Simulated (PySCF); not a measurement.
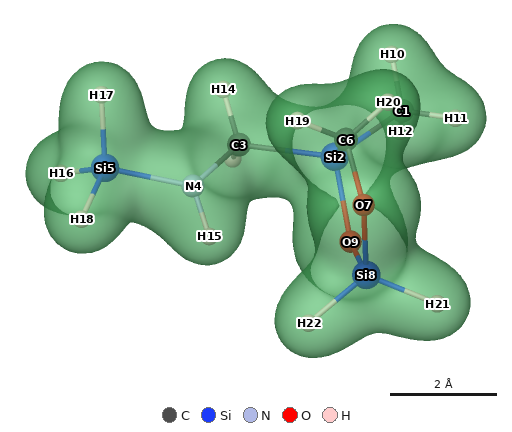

The picture shows: C3H13NO2Si3. Isosurface of the electron density at 0.2 e/Å³ (green), seen at an oblique angle.

Geometry: GFN2-xTB.

The calculation used PBE0/pcSseg-1, SCF density, gas phase, non-relativistic in PySCF.

Input

```
{"job": {"kind": "nmr", "xc": "PBE0", "basis": "pcSseg-1"}, "charge": 0, "multiplicity": 1}
C     -1.545220     2.397856    -0.817528
Si    -0.737550     0.745394    -0.363798
C      1.170637     0.753336    -0.384562
N      1.677181    -0.526321     0.068246
Si     3.236721    -1.122309    -0.319999
C     -1.439106    -0.781474    -1.314519
O     -2.062766    -1.621333    -0.355511
Si    -1.992486    -1.195888     1.207550
O     -1.215314     0.256395     1.122753
H     -1.229370     2.724771    -1.802304
H     -2.628452     2.330460    -0.815732
H     -1.261187     3.167382    -0.107066
H      1.555802     1.579202     0.229571
H      1.545463     0.923991    -1.394419
H      1.260015    -0.793455     0.946165
H      4.366836    -0.327039     0.194079
H      3.318838    -1.119440    -1.784482
H      3.272828    -2.463753     0.257566
H     -0.657401    -1.365512    -1.807282
H     -2.190170    -0.530111    -2.067982
H     -3.319809    -0.921660     1.728175
H     -1.135897    -2.091108     1.969246
```

Command:

```sh
OMP_NUM_THREADS=1 python probes_run.py task.json out
```

Question: What does this surface tell about the bonding?

Answer: At this value the surface is in one piece. It bridges the sampled C–O (1.42 Å), C–N (1.45 Å), Si–O (1.62 Å) and Si–N (1.71 Å) contacts, where the density stays above the isovalue. On the grid the lowest density along these lines, outside the cores, is 1.7 e/Å³ (C–O, 1.42 Å), 1.8 e/Å³ (C–N, 1.45 Å), 1 e/Å³ (Si–O, 1.62 Å) and 0.93 e/Å³ (Si–N, 1.71 Å).
